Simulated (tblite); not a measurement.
**C7H13OPSi: frequency calculation**

- system: C7H13OPSi, SMILES C#CCP(C[SiH3])CC(C)=O
- method: GFN2-xTB harmonic vibrations, gas phase (tblite 0.8.0)

It belongs to a series of runs on one base structure; here: cPr replaced by propargyl.

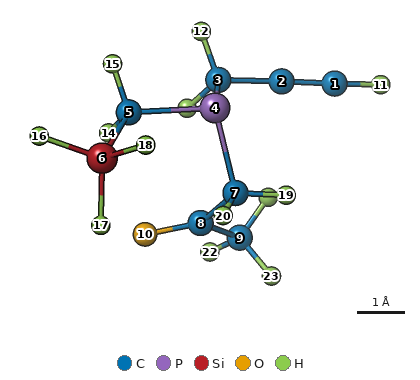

*The structure (ball-and-stick view, seen at a tilt; atoms are numbered from 1 in the order of the input).*

Bond lengths as drawn: C–C 1.20 to 1.51 Å, C–H 1.05 to 1.10 Å, C–O 1.21 Å, C–P 1.84 to 1.88 Å, C–Si 1.91 Å and H–Si 1.46 to 1.47 Å.

## The input
```
{"job": {"kind": "ir", "xc": "GFN2-xTB", "basis": "xTB"}, "charge": 0, "multiplicity": 1}
C      0.971717     3.558539     0.115158
C      0.259182     2.685208    -0.290691
C     -0.590143     1.614166    -0.746232
P     -1.096569     0.494000     0.678391
C     -1.869609    -0.840247    -0.333292
Si    -2.173811    -2.437140     0.664335
C      0.573296    -0.277615     1.081900
C      1.323804    -0.742421    -0.126089
C      2.534978     0.082171    -0.481059
O      0.980865    -1.703318    -0.776039
H      1.588272     4.336591     0.453337
H     -1.515319     2.034189    -1.155824
H     -0.093785     1.029168    -1.527638
H     -1.255794    -1.056715    -1.208853
H     -2.822972    -0.435345    -0.681718
H     -3.270624    -3.162423     0.018256
H     -0.972188    -3.265414     0.694306
H     -2.562322    -2.068148     2.030478
H      1.135509     0.466791     1.648289
H      0.332152    -1.125071     1.727463
H      2.292523     1.143171    -0.478317
H      2.924498    -0.214728    -1.451947
H      3.301587    -0.088422     0.273740
```

The first line tells a small driver script what to run in tblite; the rest is the geometry in Å.

Machine: 1 CPU thread, shared host.

Launched with:
```bash
OMP_NUM_THREADS=1 python <driver script> task.json out
```

## What the program printed
```
mode    cm-1     km/mol
  1      49.7      3.72
  2      55.7      1.76
  3      75.6      0.89
  4      79.9      0.53
  5      98.4      2.26
  6     124.2      0.40
  7     150.5      1.04
  8     165.9      5.29
  9     176.1      0.36
 10     209.8      0.57
 11     229.9      0.78
 12     286.4      0.76
 13     306.7      0.64
 14     381.6      3.21
 15     384.5      1.57
 16     494.9     24.61
 17     514.2     10.25
 18     531.5     27.78
 19     554.3      4.15
 20     618.0     37.13
 21     639.1     16.35
 22     674.8     13.57
 23     689.8     32.40
 24     710.0     41.94
 25     737.1     12.85
 26     773.3    131.85
 27     783.4    254.41
 28     789.7    187.07
 29     792.6    289.38
 30     808.6     50.22
 31     834.2     23.48
 32     884.5     27.49
 33     979.0     42.97
 34     985.7     15.42
 35    1006.6     16.02
 36    1040.3     13.33
 37    1097.9     16.52
 38    1104.0     16.21
 39    1134.0     51.70
 40    1162.7     20.60
 41    1184.0      3.05
 42    1201.1    223.36
 43    1372.8     35.19
 44    1403.0      1.36
 45    1412.7      4.30
 46    1417.2      3.15
 47    1456.3      6.74
 48    1461.0      9.04
 49    1735.4    283.78
 50    2232.6    257.82
 51    2252.9    355.90
 52    2282.3     26.82
 53    2300.5    227.17
 54    2911.8      9.99
 55    2926.4     11.11
 56    2948.0     31.62
 57    2958.9      3.94
 58    2965.3      9.17
 59    2976.5     10.84
 60    3014.0      5.94
 61    3025.2      1.03
 62    3048.3     13.30
 63    3398.8      6.82
```

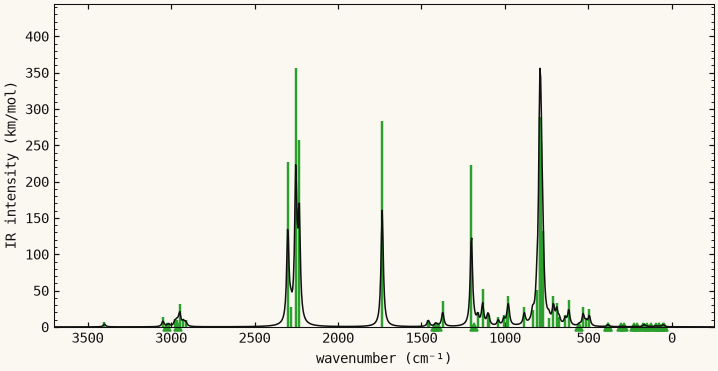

*Harmonic infrared spectrum, unscaled: sticks (degenerate modes added up, dark ones marked on the axis) with a Lorentzian envelope of 16 cm⁻¹ full width, scaled to the tallest stick.*

63 modes from 50 to 3399 cm⁻¹, none imaginary. The strongest line is at 2253 cm⁻¹ (356 km/mol).

## Summary

```tsv
quantity	value
outcome	converged
total energy	−812.0798 eV
zero-point energy	107.2180 kcal/mol
peak memory	0.18 GiB
```
